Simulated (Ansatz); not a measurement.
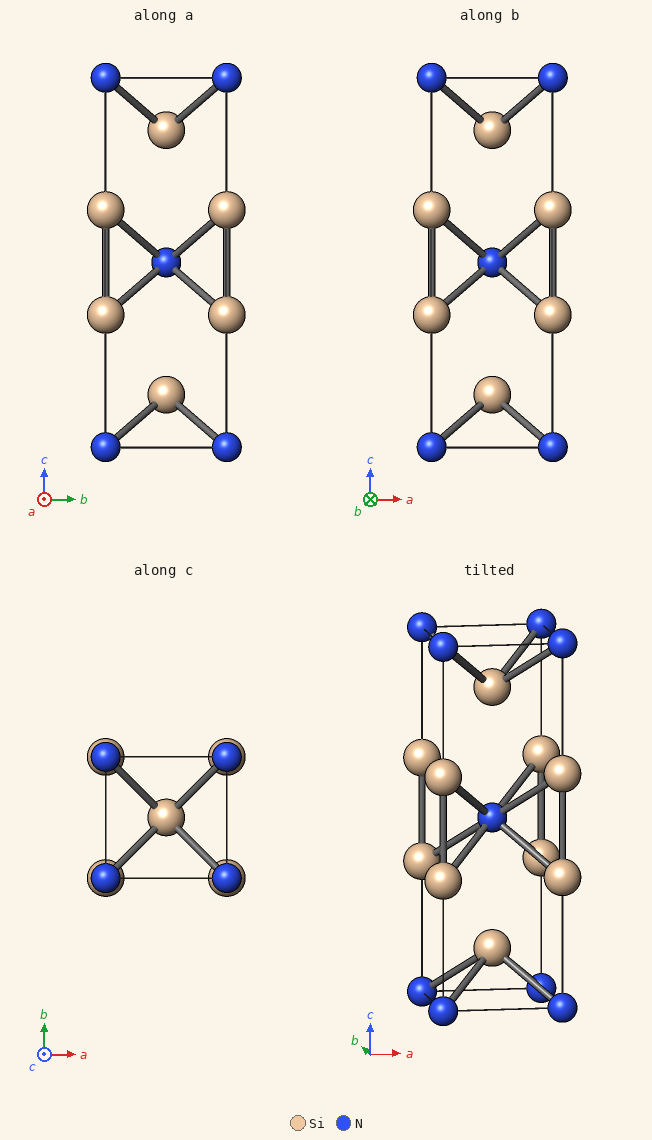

This ball-and-stick model is shown along the a axis, along the b axis, along the c axis and slightly off an axis. The conventional unit cell is outlined; an atom on or near a face, edge or corner is repeated at each equivalent position.

Lattice parameters: a = 2.7816 Å, b = 2.7816 Å, c = 8.4805 Å, α = 90.000°, β = 90.000°, γ = 90.000°.

Q: Express the structure as a CIF in P1 with every atom of the cell, with free fractional coordinates to two decimals.

A:
```cif
data_structure
_symmetry_space_group_name_H-M 'P 1'
_symmetry_Int_Tables_number 1
_cell_length_a 2.7816
_cell_length_b 2.7816
_cell_length_c 8.4805
_cell_angle_alpha 90.000
_cell_angle_beta 90.000
_cell_angle_gamma 90.000
_cell_volume 65.62
loop_
_atom_site_label
_atom_site_type_symbol
_atom_site_fract_x
_atom_site_fract_y
_atom_site_fract_z
_atom_site_occupancy
Si1 Si 0.50 0.50 0.14 1
Si2 Si 0.00 0.00 0.36 1
N1 N 0.00 0.00 0.00 1
Si3 Si 0.00 0.00 0.64 1
Si4 Si 0.50 0.50 0.86 1
N2 N 0.50 0.50 0.50 1
```

The structure was taken from a structure type filled with these elements by a generator (whether the compound takes this form wasn't checked). Earlier steps of the study may have refined or changed the cell and positions. A calculation with Ansatz used it as input.
